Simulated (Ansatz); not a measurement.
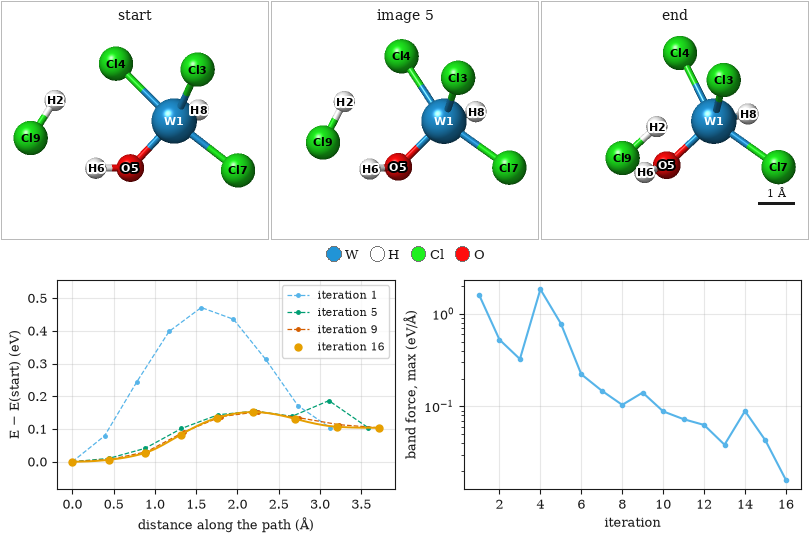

A search for the minimum-energy path of WH$_{3}$OCl$_{4}$ (multiplicity 2) by the nudged elastic band. Images are numbered from 0 (start) to 8 (end). The plot follows the band through its iterations. Style: ball-and-stick. Shown face on.

Computed with UKS PBE/def2-SVP in Ansatz 0.2.0.

The input:
```yaml
crystal:
  periodic: [false, false, false]
  atoms:
    - { symbol: W, position_ang: [0.145152, -0.502916, -0.318387] }
    - { symbol: H, position_ang: [-0.421951, 1.616089, 2.309058] }
    - { symbol: Cl, position_ang: [2.410317, -0.747245, -0.138879] }
    - { symbol: Cl, position_ang: [0.411105, 1.79705, 0.349699] }
    - { symbol: O, position_ang: [-1.319037, -0.641533, 0.771415] }
    - { symbol: H, position_ang: [-1.466813, -0.265451, 1.695827] }
    - { symbol: Cl, position_ang: [-0.089768, -2.577825, -1.319688] }
    - { symbol: H, position_ang: [-0.356209, 0.16073, -1.790542] }
    - { symbol: Cl, position_ang: [-1.139897, 1.034803, 3.275197] }
magnetization:
  spin_polarized: true
  initial_magnetization: 1
basis:
  gaussian: { orbitals: def2-SVP }
hamiltonian:
  xc: pbe
neb:
  order_check: false
  images: 7
  f_tol: 0.03
  max_iterations: 54
  initial_path: linear
  final_atoms:
    - { symbol: W, position_ang: [-0.12899544, -0.11038619, -0.38671266] }
    - { symbol: H, position_ang: [0.44330539, 0.19091475, 2.76249214] }
    - { symbol: Cl, position_ang: [1.87638508, -0.04764741, 0.81176276] }
    - { symbol: Cl, position_ang: [0.30767239, 2.07533182, -1.05191766] }
    - { symbol: O, position_ang: [-1.74884897, 0.03709393, 0.4575293] }
    - { symbol: H, position_ang: [-1.79761803, 0.13779909, 1.44903521] }
    - { symbol: Cl, position_ang: [0.15433448, -2.41257566, -0.5608922] }
    - { symbol: H, position_ang: [-0.23915209, -0.28976476, -2.0634154] }
    - { symbol: Cl, position_ang: [-0.69418381, 0.29293643, 3.41581852] }
```

Command:
```bash
ansatz run input.yaml --threads 4 --pin off --max-ram 5120MiB --backend cpu --events-out ev --progress --plain --runs-dir out
```

Did the band converge, and can the barrier be trusted?

Answer. The run is converged, with reservations. The band converged in 16 iterations. The largest component of the band force went from 1.6 to 0.016 eV/Å. The climbing image converged on the top of the path. Its curvatures weren't checked. The straight starting path can push atoms close together and costs iterations. The first iteration put the highest image at 0.471 eV. Forward barrier 0.152 eV, backward barrier 0.048 eV, with image 5 at the top; the reaction energy is +0.104 eV.

Cost: 7.6 min on 4 threads of Arm Neoverse V2 (shared host), peak memory 0.29 GiB.
